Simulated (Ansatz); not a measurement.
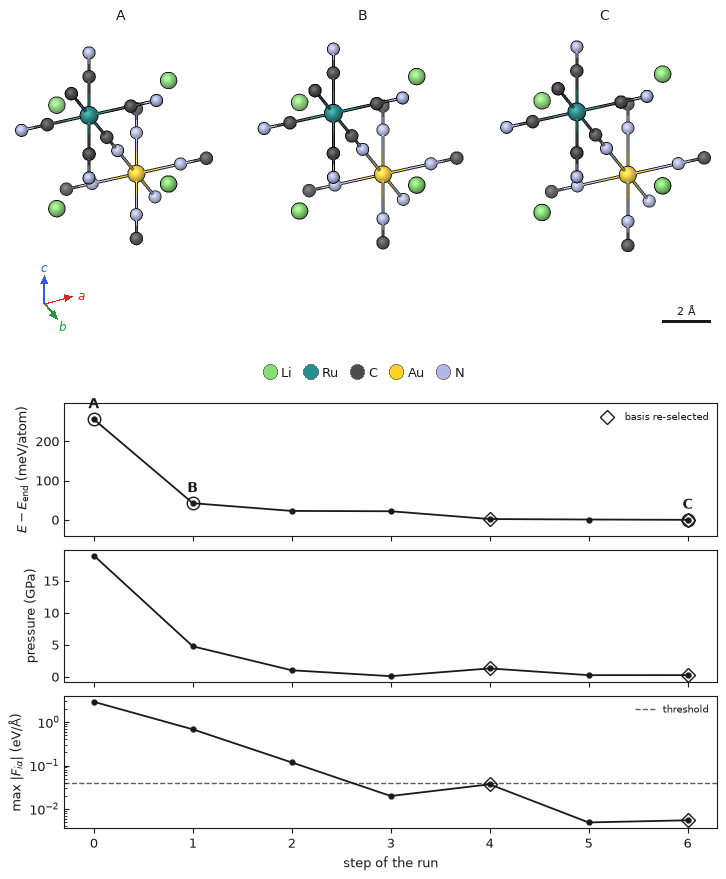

Frames of a relaxation of crystalline Li2RuAuC6N6 (a generated structure, set up in Fm-3m) (coarse preliminary run), marked on the history of the run. Style: ball-and-stick. Shown: the atoms within 5.0 Å of the atom that moves most (axes of the conventional cell (4 times the calculation's cell)), from a free direction. Lengths and directions refer to the drawn axes.

All numbers below come from DFT PBE, scalar-relativistic, plane waves, PAW (Ansatz 0.2.0).

The input:
```yaml
crystal:
  lattice:
    - [0.0, 5.0735, 5.0735]
    - [5.0735, 0.0, 5.0735]
    - [5.0735, 5.0735, 0.0]
  atoms:
    - { symbol: Li, position: [0.25, 0.25, 0.25] }
    - { symbol: Li, position: [0.75, 0.75, 0.75] }
    - { symbol: Ru, position: [0.0, 0.0, 0.0], spin: 1.0 }
    - { symbol: C, position: [0.81314674, 0.18685326, 0.18685326] }
    - { symbol: C, position: [0.18685326, 0.81314674, 0.18685326] }
    - { symbol: C, position: [0.18685326, 0.18685326, 0.81314674] }
    - { symbol: C, position: [0.18685326, 0.81314674, 0.81314674] }
    - { symbol: C, position: [0.81314674, 0.18685326, 0.81314674] }
    - { symbol: C, position: [0.81314674, 0.81314674, 0.18685326] }
    - { symbol: Au, position: [0.5, 0.5, 0.5] }
    - { symbol: "N", position: [0.69784173, 0.30215827, 0.30215827] }
    - { symbol: "N", position: [0.30215827, 0.69784173, 0.30215827] }
    - { symbol: "N", position: [0.30215827, 0.30215827, 0.69784173] }
    - { symbol: "N", position: [0.30215827, 0.69784173, 0.69784173] }
    - { symbol: "N", position: [0.69784173, 0.30215827, 0.69784173] }
    - { symbol: "N", position: [0.69784173, 0.69784173, 0.30215827] }
basis:
  ecutwfc: 420
kpoints:
  mp_grid: { grid: [4, 4, 4] }
hamiltonian:
  xc: pbe
scf:
  occupations: { method: gaussian, width: 0.1 }
  lower_state_search: "off"
output:
  forces: true
  stress: true
  eigenvalues: true
  populations: true
magnetization:
  spin_polarized: true
relax:
  adjacent_minimum: "off"
  f_tol: 0.04
  max_steps: 70
  cell: { stress_tol: 0.4 }
```

Run as
```bash
ansatz run input.yaml --threads 1 --pin off --max-ram 2560MiB --backend cpu --events-out ev --progress --plain --runs-dir out
```

### Describe the path.

The largest moves relative to the cell, 0.13 Å, are those of N11, N12, N13, N14, N15 and N16. N12 goes along −b. By element the largest moves are N 0.13 Å, C 0.04 Å. Li and Ru and Au stay in place. The volume changes by +25.7 %, with a = b = c 10.147 → 10.950 Å (+7.9 %). Some distances before and after: Au10–N11 2.008 → 2.292 Å, Ru3–C4 1.896 → 2.008 Å, C4–N11 1.170 → 1.176 Å. The space group stays Fm-3m (No. 225). The energy falls by 256 meV per atom in 4 accepted moves (6 points after the start). Largest force component: 2.9 eV/Å at the start, 0.0055 eV/Å at the end. The pressure goes from 18.95 to 0.28 GPa. The SCF was repeated twice at an unchanged geometry on a basis and grid sized afresh for the cell, which shifted the energy by 19.9 meV per atom at most. The run took 2 min on 1 thread of AMD EPYC 7R13 Processor (Zen 3), on a shared host, peak memory 0.9 GiB. From step 0 to 1: N atoms move most (0.07 Å), volume +15.3 %, energy −214 meV per atom. From step 1 to 6: N atoms move most (0.05 Å), volume +9.0 %, energy −42.4 meV per atom.
